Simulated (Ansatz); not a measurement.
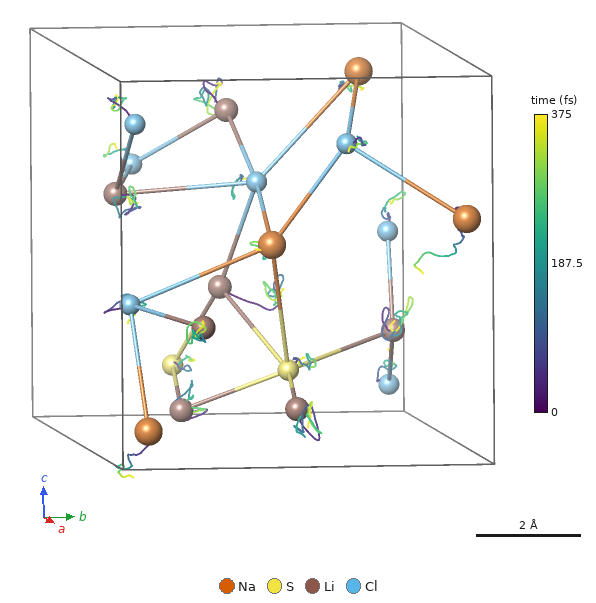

First-principles dynamics of an amorphous cell of composition Na$_{4}$Li$_{7}$S$_{2}$Cl$_{7}$ (20 atoms in the cell), 375 fs long. It starts from the last geometry of an earlier run, with fresh velocities. Lines trace each atom's path, coloured by time; spheres stand at the starting positions. Seen slightly off an axis in the simulation cell.

These are results of Ansatz 0.2.0, DFT PBE+D3(BJ), scalar-relativistic, plane waves, PAW, not measurements. Settings: plane-wave cutoff 420 eV; k-point mesh 1 × 1 × 1; Fermi-Dirac smearing 0.062 eV; set temperature 720 K; time step 1.5 fs.

Input file:
```yaml
crystal:
  lattice:
    - [7.472868, 0.04157, -0.108487]
    - [0.04157, 7.36948, -0.064342]
    - [-0.108487, -0.064342, 7.556228]
  atoms:
    - { symbol: Na, position: [0.7034100321, 0.4770857011, 0.5317336558] }
    - { symbol: Na, position: [0.907100376, 0.9528494559, 0.6200626053] }
    - { symbol: Na, position: [0.4655188999, 0.7710065669, 0.9425083382] }
    - { symbol: Na, position: [0.85520666, 0.1044192115, 0.0771992745] }
    - { symbol: S, position: [0.5485224013, 0.5560699117, 0.1872524056] }
    - { symbol: S, position: [0.0777648053, 0.3589279773, 0.1385013537] }
    - { symbol: Li, position: [0.9725859703, 0.2259193077, 0.3590561939] }
    - { symbol: Li, position: [0.3816518639, 0.8790942996, 0.2627198053] }
    - { symbol: Li, position: [0.2790562033, 0.438453865, 0.366594569] }
    - { symbol: Li, position: [0.8198504023, 0.5134759718, 0.1245250007] }
    - { symbol: Li, position: [0.4273488975, 0.2969783254, 0.0709148741] }
    - { symbol: Li, position: [0.1649191312, 0.4868672327, 0.8058194426] }
    - { symbol: Li, position: [0.2985055738, 0.1545537341, 0.6125568922] }
    - { symbol: Cl, position: [0.7846973218, 0.6605927502, 0.8012133357] }
    - { symbol: Cl, position: [0.5703847371, 0.142413986, 0.8293347898] }
    - { symbol: Cl, position: [0.0030646826, 0.270637964, 0.6472307345] }
    - { symbol: Cl, position: [0.6887174946, 0.0974670606, 0.3807691263] }
    - { symbol: Cl, position: [0.1682854063, 0.9187638702, 0.0934035807] }
    - { symbol: Cl, position: [0.4114089871, 0.5074365101, 0.6536137604] }
    - { symbol: Cl, position: [0.2588853824, 0.8963579675, 0.5003338742] }
  symmetry: { detect: false }
basis:
  ecutwfc: 420
  xc_grid: 1
kpoints:
  mp_grid: { grid: [1, 1, 1], shift: [0.25, 0.25, 0.25] }
hamiltonian:
  xc: pbe
  dispersion: d3bj
scf:
  occupations: { method: fermi_dirac, width: 0.062 }
  lower_state_search: "off"
  convergence: { dr2_threshold: 1.0e-05 }
output:
  forces: true
  stress: true
md:
  timestep: 1.5
  n_steps: 250
  ensemble: nvt_langevin
  friction: 0.03
  temperature: 720.0
  initial_velocities: maxwell_boltzmann
  seed: 59820
```

Run as
```bash
ansatz run input.yaml --threads 2 --pin off --max-ram 5120MiB --backend cpu --events-out ev --progress --plain --runs-dir out
```

> What do the traces tell about the motion?

In the second half of the run the atoms are, in the root-mean-square, this far from where they began (common drift taken out): Na 0.83 Å, Li 0.80 Å, Cl 0.57 Å, S 0.43 Å. Against the typical shortest distance between atoms in the first frame, about 2.2 Å these are large excursions, but over 375 fs one can't yet tell strong vibration from the start of diffusion. Over the second half the temperature averages 678 K (spread ±121 K). The potential energy in the second half lies on average 110 meV per atom below the first frame. The mean pressure there is 0.5 GPa.

Limits of the set-up: the periodic images lie only 7.4 Å apart, so the values are limited by the cell's size.

The run took 4.5 min on 2 threads of Arm Neoverse V2, with other jobs on the host, peak memory 0.51 GiB.
